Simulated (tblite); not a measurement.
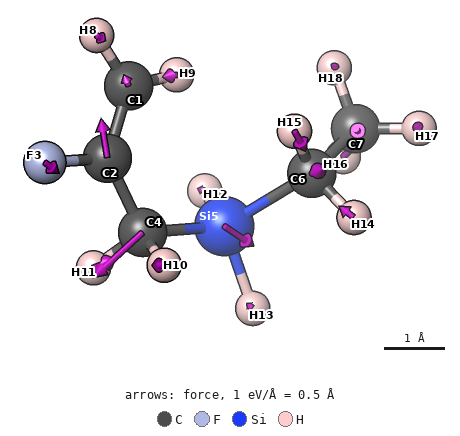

Starting geometry of C5H11FSi with the computed forces as purple arrows. A ball-and-stick model, seen at a tilt.

These are results of tblite, GFN2-xTB geometry optimisation, gas phase, not measurements. 

Is this structure relaxed? If not, where do the atoms go?

It isn't relaxed: the largest force vector, on C4, is 2.39 eV/Å. The final displacements have little in common with the starting forces (cosine between the two patterns 0.17). The energy falls by 11.9 kcal/mol in 214 geometry steps. The largest move after the best rigid fit is that of H9, 2.61 Å. By element the largest moves are H 2.61 Å, F 2.23 Å, C 1.09 Å, Si 0.33 Å. Among the contacts that change: C4–Si5 1.835 → 1.921 Å, C4–H11 1.136 → 1.087 Å, C7–H16 1.133 → 1.087 Å, C6–H15 1.124 → 1.092 Å. Among the angles between lasting bonds that change: C4–Si5–H12 116.2° → 107.8°, C2–C4–Si5 117.6° → 111.6°, C6–Si5–H13 105.2° → 111.2°. Groups turn about C2–C4 by about 100°, Si5–C6 by about 40°, C6–C7 by about 35°.
